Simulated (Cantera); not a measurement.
A closed system holds: 1 mol SiCl4, 150 mol N2, equilibrated at 0.00133 bar.

Cantera equilibrium calculation (NASA polynomials, part measured and part estimated; ideal gas, pure solids and liquids). Candidate condensed phases: Si, Si3N4; 13 gas species. The tables' values for SiCl3 are old estimates; treat these amounts as uncertain. Rates play no part.

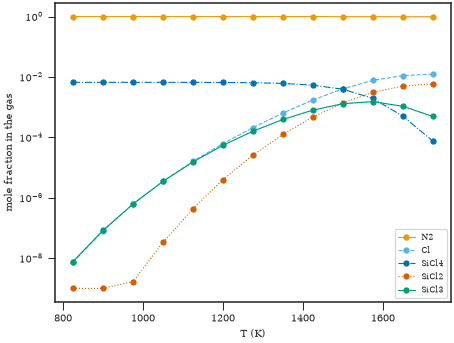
Figure: Equilibrium gas composition (values under 1e-9 drawn at 1e-9)

From 825 K to 1725 K nothing is condensed. The main Si-bearing gas is SiCl4 at 825 K and SiCl2 at 1725 K.
